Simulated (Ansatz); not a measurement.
# Si2H4ClF (SMILES F[SiH]([SiH3])Cl) at HSE06/def2-SVP

What is the energy change on altering one bond length of Si2H4ClF at HSE06/def2-SVP? 

The results are computed with Ansatz 0.2.0.

68 further runs of the same task are left out: 68 set aside as unsound or not needed. Runs told in other sessions of the task aren't counted.

### Step 1. The system as given

Si2H4ClF has 8 atoms, charge 0, and is taken as a singlet. SMILES: `F[SiH]([SiH3])Cl`. Geometry: relaxed at PBE0-D4/def2-TZVP.

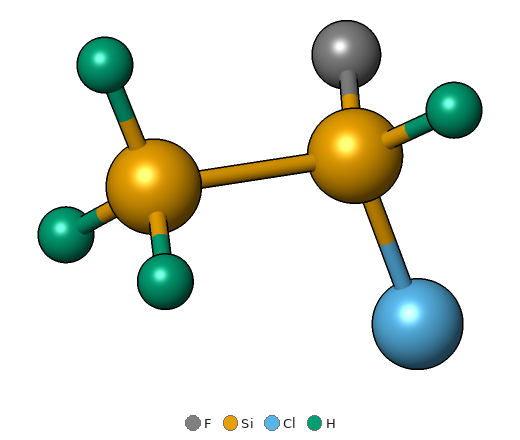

The structure, seen from a chosen angle (fluorine grey, silicon amber, chlorine blue, hydrogen teal).

### Step 2. The energy at HSE06/def2-SVP

in.yaml reads:

```yaml
crystal:
  periodic: [false, false, false]
  atoms:
    - symbol: F
      position_ang: [-1.329000, 1.796800, 0.161200]
    - symbol: Si
      position_ang: [-0.382900, 0.812800, -0.667700]
    - symbol: Si
      position_ang: [0.539000, -0.793000, 0.761300]
    - symbol: Cl
      position_ang: [-1.534100, -0.130100, -2.075900]
    - symbol: H
      position_ang: [0.596600, 1.655400, -1.392300]
    - symbol: H
      position_ang: [1.355700, -0.131100, 1.812300]
    - symbol: H
      position_ang: [1.403500, -1.693800, -0.044400]
    - symbol: H
      position_ang: [-0.556600, -1.574100, 1.389600]
basis:
  gaussian:
    orbitals: def2-SVP
accuracy: high
hamiltonian:
  xc: hse06
output: {orbitals: {seedname: orbitals}}
magnetization:
  spin_polarized: false
```

Command:

```
ansatz run in.yaml --threads 1 --pin off --max-ram 3480MiB --events-out events.jsonl --progress --plain --runs-dir runs
```

The program printed:

```text
Warning: RAYON_NUM_THREADS=1 ignored (pool sized by the plan → 1); use --threads N
Functional definition: HSE06
  name "HSE06"
  parameter a = 0.25
  parameter omega = 0.11/bohr
  exchange = pbe_x - a*pbe_x_sr(omega) + a*exact_x_sr(omega)
  correlation = pbe_c
1801 factors; integrals over basis functions are off by at most 5.2e-9 eV
101 factors; integrals over basis functions are off by at most 1.9e-9 eV
mean field evaluation 1: about -31035.8738 eV, gradient 2.8e1 eV
mean field evaluation 2: about -31034.2555 eV, gradient 4.4e1 eV
mean field evaluation 4: about -31037.2375 eV, gradient 8.4e-1 eV
mean field evaluation 8: about -31037.3969 eV, gradient 1.4e-1 eV
mean field evaluation 16: about -31037.3969 eV, gradient 4.8e-6 eV
mean field -31037.39694080 eV, -1140.6032996713 hartree, gradient 4.2e-8 eV, S^2 0.000000; 0 other end points of the search recorded, 0 dependent functions left out
reference -31037.39694412 eV, -1140.6032997931 hartree; 29, 29 occupied and 59, 59 virtual orbitals, 1801 factors
Total energy: -31037.39694412 eV, -1140.6032997931 hartree
```

Run time: 8.7 s. Hardware: 1 thread of Intel Xeon Platinum 8259CL at 2.50GHz (Skylake/Cascade Lake), shared host; peak memory 0.33 GiB.

### Step 3. The distorted shape, same level

input.yaml reads:

```yaml
crystal:
  periodic: [false, false, false]
  atoms:
    - {symbol: F, position_ang: [-1.475946, 1.670392, 0.269905]}
    - {symbol: Si, position_ang: [-0.529846, 0.686392, -0.558995]}
    - {symbol: Si, position_ang: [0.392054, -0.919408, 0.870005]}
    - {symbol: Cl, position_ang: [-1.681046, -0.256508, -1.967195]}
    - {symbol: H, position_ang: [0.596600, 1.655400, -1.392300]}
    - {symbol: H, position_ang: [1.208754, -0.257508, 1.921005]}
    - {symbol: H, position_ang: [1.256554, -1.820208, 0.064305]}
    - {symbol: H, position_ang: [-0.703546, -1.700508, 1.498305]}
basis:
  gaussian: {orbitals: def2-SVP}
hamiltonian: {xc: {name: HSE06}}
accuracy: high
output: {orbitals: {seedname: orbitals}}
```

Command:

```
ansatz run input.yaml --threads 1 --pin off --max-ram 3480MiB --events-out events.jsonl --progress --plain --runs-dir runs
```

The program printed, shortened:

```text
Warning: RAYON_NUM_THREADS=1 ignored (pool sized by the plan → 1); use --threads N
[... 6 set-up lines as earlier in the session ...]
1792 factors; integrals over basis functions are off by at most 5.0e-9 eV
102 factors; integrals over basis functions are off by at most 2.5e-9 eV
mean field evaluation 1: about -31035.5336 eV, gradient 2.9e1 eV
mean field evaluation 2: about -31033.7227 eV, gradient 4.6e1 eV
mean field evaluation 4: about -31036.9285 eV, gradient 9.7e-1 eV
mean field evaluation 8: about -31037.0852 eV, gradient 1.3e-1 eV
mean field evaluation 16: about -31037.0853 eV, gradient 5.9e-6 eV
mean field -31037.08528350 eV, -1140.5918464765 hartree, gradient 5.8e-8 eV, S^2 0.000000; 0 other end points of the search recorded, 0 dependent functions left out
reference -31037.08528684 eV, -1140.5918465993 hartree; 29, 29 occupied and 59, 59 virtual orbitals, 1792 factors
Total energy: -31037.08528684 eV, -1140.5918465993 hartree
```

Run time: 8.7 s. Hardware: 1 thread of Intel Xeon Platinum 8259CL at 2.50GHz (Skylake/Cascade Lake), shared host; peak memory 0.32 GiB.

### Step 4. What came out

Level: HSE06/def2-SVP.

```
                                                          quantity           value
                                         first shape: total energy  -1140.60330 Eh
                                          first shape: HOMO energy        -7.96 eV
                                          first shape: LUMO energy        -0.68 eV
                                        first shape: HOMO–LUMO gap         7.28 eV
                                     distorted shape: total energy  -1140.59185 Eh
                                      distorted shape: HOMO energy        -7.89 eV
                                      distorted shape: LUMO energy        -0.77 eV
                                    distorted shape: HOMO–LUMO gap         7.13 eV
energy change with the Si2–H5 bond stretched from 1.481 to 1.704 Å        0.312 eV
```

In words: With the Si2–H5 bond stretched from 1.481 to 1.704 Å the energy rises by 0.31 eV (30.1 kJ/mol). The first shape isn't relaxed at this level, so the change isn't measured from a minimum.
